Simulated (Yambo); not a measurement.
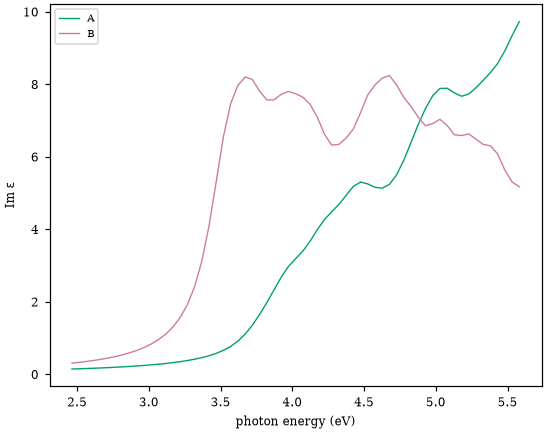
*Two computed absorption spectra of LiNbO3 (centrosymmetric, paraelectric, space group R-3c, No. 167) (Yambo, PBEsol bands with the same scissor, field along x)*

Axes are Cartesian, with cell vectors (Å) (2.63, 1.52, 4.63), (-2.63, 1.52, 4.63), (0.00, -3.04, 4.63).

Task: Which curve includes the electron-hole attraction (BSE), and where are its main peaks?

Result: Curve B: the attraction moves weight to lower energy (centre of the plotted range 4.4 eV against 4.8 eV). Its peaks lie at 4.7 eV. Settings: 6×6×6 mesh, 12 valence and 5 conduction bands, static screening with 75 bands and a 3 Ry block, scissor 1.22 eV, Tamm-Dancoff. The scissor comes from a G0W0 run whose convergence isn't established. Broadening 0.15 eV. The band window holds all transitions up to 5.6 eV. Fine structure above the onset can come from the mesh.

Spin-orbit coupling is not included.

Geometry of the Materials Project entry, not relaxed at this level; primitive cell a = b = c = 5.544 Å, α = β = γ = 56.75°.

This is not the ordinary phase of the substance.
